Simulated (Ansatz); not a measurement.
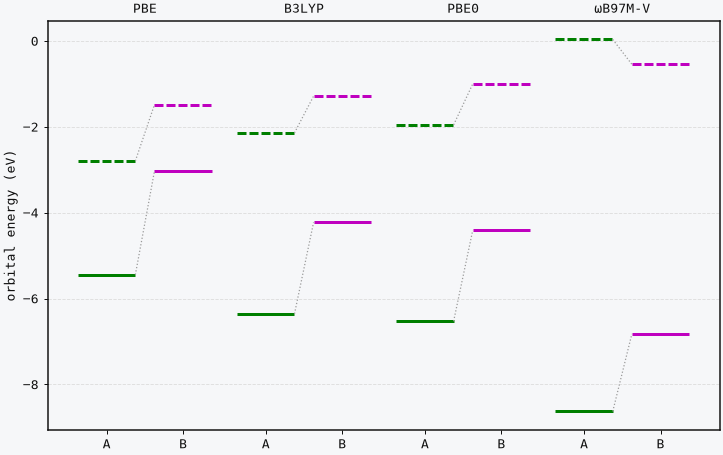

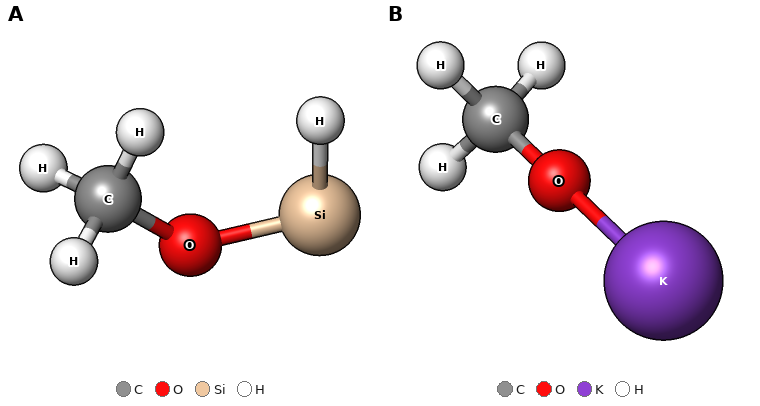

One change: A, CH₄OSi (SMILES CO[SiH]), becomes B, CH₃KO (SMILES C[O][K]). SiH on O is replaced by K. HOMO (solid) and LUMO (dashed) computed in def2-TZVPP at PBE0-D4/def2-TZVP geometries, both minima by their frequencies, gas phase, the Ansatz code 0.2.0. Empty levels above zero depend strongly on the basis.

What does the change do to HOMO and LUMO?

PBE: the HOMO rises by 2.41 eV, the LUMO rises by 1.31 eV, and the separation goes from 2.65 to 1.55 eV. B3LYP: the HOMO rises by 2.13 eV, the LUMO rises by 0.86 eV, and the separation goes from 4.22 to 2.94 eV. PBE0: the HOMO rises by 2.12 eV, the LUMO rises by 0.95 eV, and the separation goes from 4.58 to 3.41 eV. ωB97M-V: the HOMO rises by 1.80 eV, the LUMO falls by 0.58 eV, and the separation goes from 8.66 to 6.28 eV.

Do the functionals agree on the effect?

Not on every direction; the HOMO shift lies between 1.80 and 2.41 eV and the LUMO shift between −0.58 and 1.31 eV, while the separations themselves differ by up to 6.0 eV between functionals.
